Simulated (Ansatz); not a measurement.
**Cl₂H₈O₂Si₂ (built from SMILES O.O.[SiH3][SiH](Cl)Cl): Born-Oppenheimer dynamics**

Aim: follow the atoms for 60 steps of 0.25 fs with a Langevin thermostat, with velocities drawn for 300 K, and see to which side of the barrier the system falls.

Method: PBE0-D4/def2-SVP; program: Ansatz 0.2.0, Gaussian basis.

## 1. The system as given

The start, a first-order saddle point found at PBE0-D4 in triple zeta: 14 atoms, charge 0, spin multiplicity 1.

Atoms are counted from 1 here; the program's logs count them from 0.

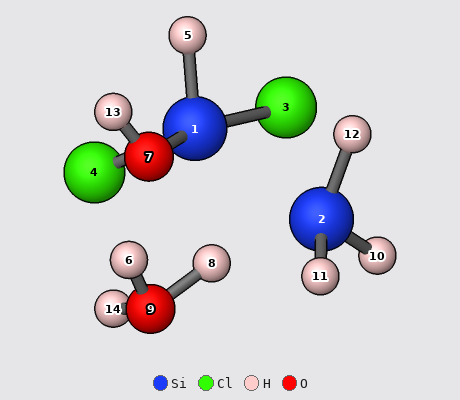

The starting geometry (silicon blue, chlorine green, hydrogen pink, oxygen red); atoms are numbered from 1 in the order of the file.

Geometry (Å):

```mol
Cl2H8O2Si2
  3D, bonds by distance, orders not assigned

 14 11  0  0  0  0  0  0  0  0999 V2000
   -0.1180    1.1930   -0.0248 Si  0  0
    0.0949   -0.8676   -1.4894 Si  0  0
   -1.5214    1.6248   -1.6282 Cl  0  0
   -1.5153    1.4061    1.5419 Cl  0  0
    0.6123    2.4580   -0.2648 H   0  0
    0.4696   -0.8237    1.6205 H   0  0
    1.1795    0.4920    0.9232 O   0  0
   -0.4135   -0.9246    0.3072 H   0  0
   -0.3204   -1.4219    1.4404 O   0  0
   -1.0844   -1.2764   -2.2807 H   0  0
    0.9234   -2.0578   -1.1306 H   0  0
    0.9922    0.0454   -2.2492 H   0  0
    1.7547    1.1575    1.3113 H   0  0
   -1.0536   -1.0046    1.9231 H   0  0
  1  3  8  0
  1  4  8  0
  1  5  8  0
  1  7  8  0
  2 10  8  0
  2 11  8  0
  2 12  8  0
  6  9  8  0
  7 13  8  0
  8  9  8  0
  9 14  8  0
M  END
```

## 2. The run

md/in.yaml reads:

```yaml
crystal:
  periodic: [false, false, false]
  atoms:
    - {symbol: Si, position_ang: [-0.117964, 1.192973, -0.024798]}
    - {symbol: Si, position_ang: [0.094883, -0.867606, -1.489371]}
    - {symbol: Cl, position_ang: [-1.521425, 1.624811, -1.628230]}
    - {symbol: Cl, position_ang: [-1.515297, 1.406134, 1.541893]}
    - {symbol: H, position_ang: [0.612346, 2.457996, -0.264803]}
    - {symbol: H, position_ang: [0.469592, -0.823721, 1.620527]}
    - {symbol: O, position_ang: [1.179487, 0.491974, 0.923228]}
    - {symbol: H, position_ang: [-0.413510, -0.924564, 0.307178]}
    - {symbol: O, position_ang: [-0.320355, -1.421864, 1.440359]}
    - {symbol: H, position_ang: [-1.084370, -1.276367, -2.280745]}
    - {symbol: H, position_ang: [0.923398, -2.057837, -1.130556]}
    - {symbol: H, position_ang: [0.992201, 0.045366, -2.249182]}
    - {symbol: H, position_ang: [1.754733, 1.157482, 1.311298]}
    - {symbol: H, position_ang: [-1.053619, -1.004578, 1.923103]}
basis:
  gaussian: {orbitals: def2-SVP}
hamiltonian: {xc: pbe0, dispersion: d4}
md: {n_steps: 60, timestep: 0.25, temperature: 300, ensemble: nvt_langevin, seed: 859, friction: 0.002, initial_velocities: maxwell_boltzmann}
```

Run with:

```console
> ansatz run in.yaml --threads 5 --pin off --events-out ev --progress --plain --max-ram 66560MiB --backend cpu
```

Before running it: what results should come out? Wanted: temperature at the start; mean temperature, second half; lowest and highest potential energy, from the first frame; largest change of potential + kinetic.

**Answer**, as computed:

```
                                                 quantity              value
                                                   length  60 steps, 15.0 fs
                                 temperature at the start              279 K
                            mean temperature, second half              210 K
lowest and highest potential energy, from the first frame      0 and 187 meV
                    largest change of potential + kinetic           20.1 meV
```

**Reading.** By the last frame it has moved back towards the start side of the step. The thermostat trades energy with the molecule, so the sum of potential and kinetic energy isn't conserved: it changes by -12 meV over the run. The mean temperature of the second half is still well below the 300 K set. The temperature runs between 175 and 282 K. Under Langevin the temperature counts 3N degrees of freedom, more than the drawn velocities fill, so it starts at 279 K, not 300 K.
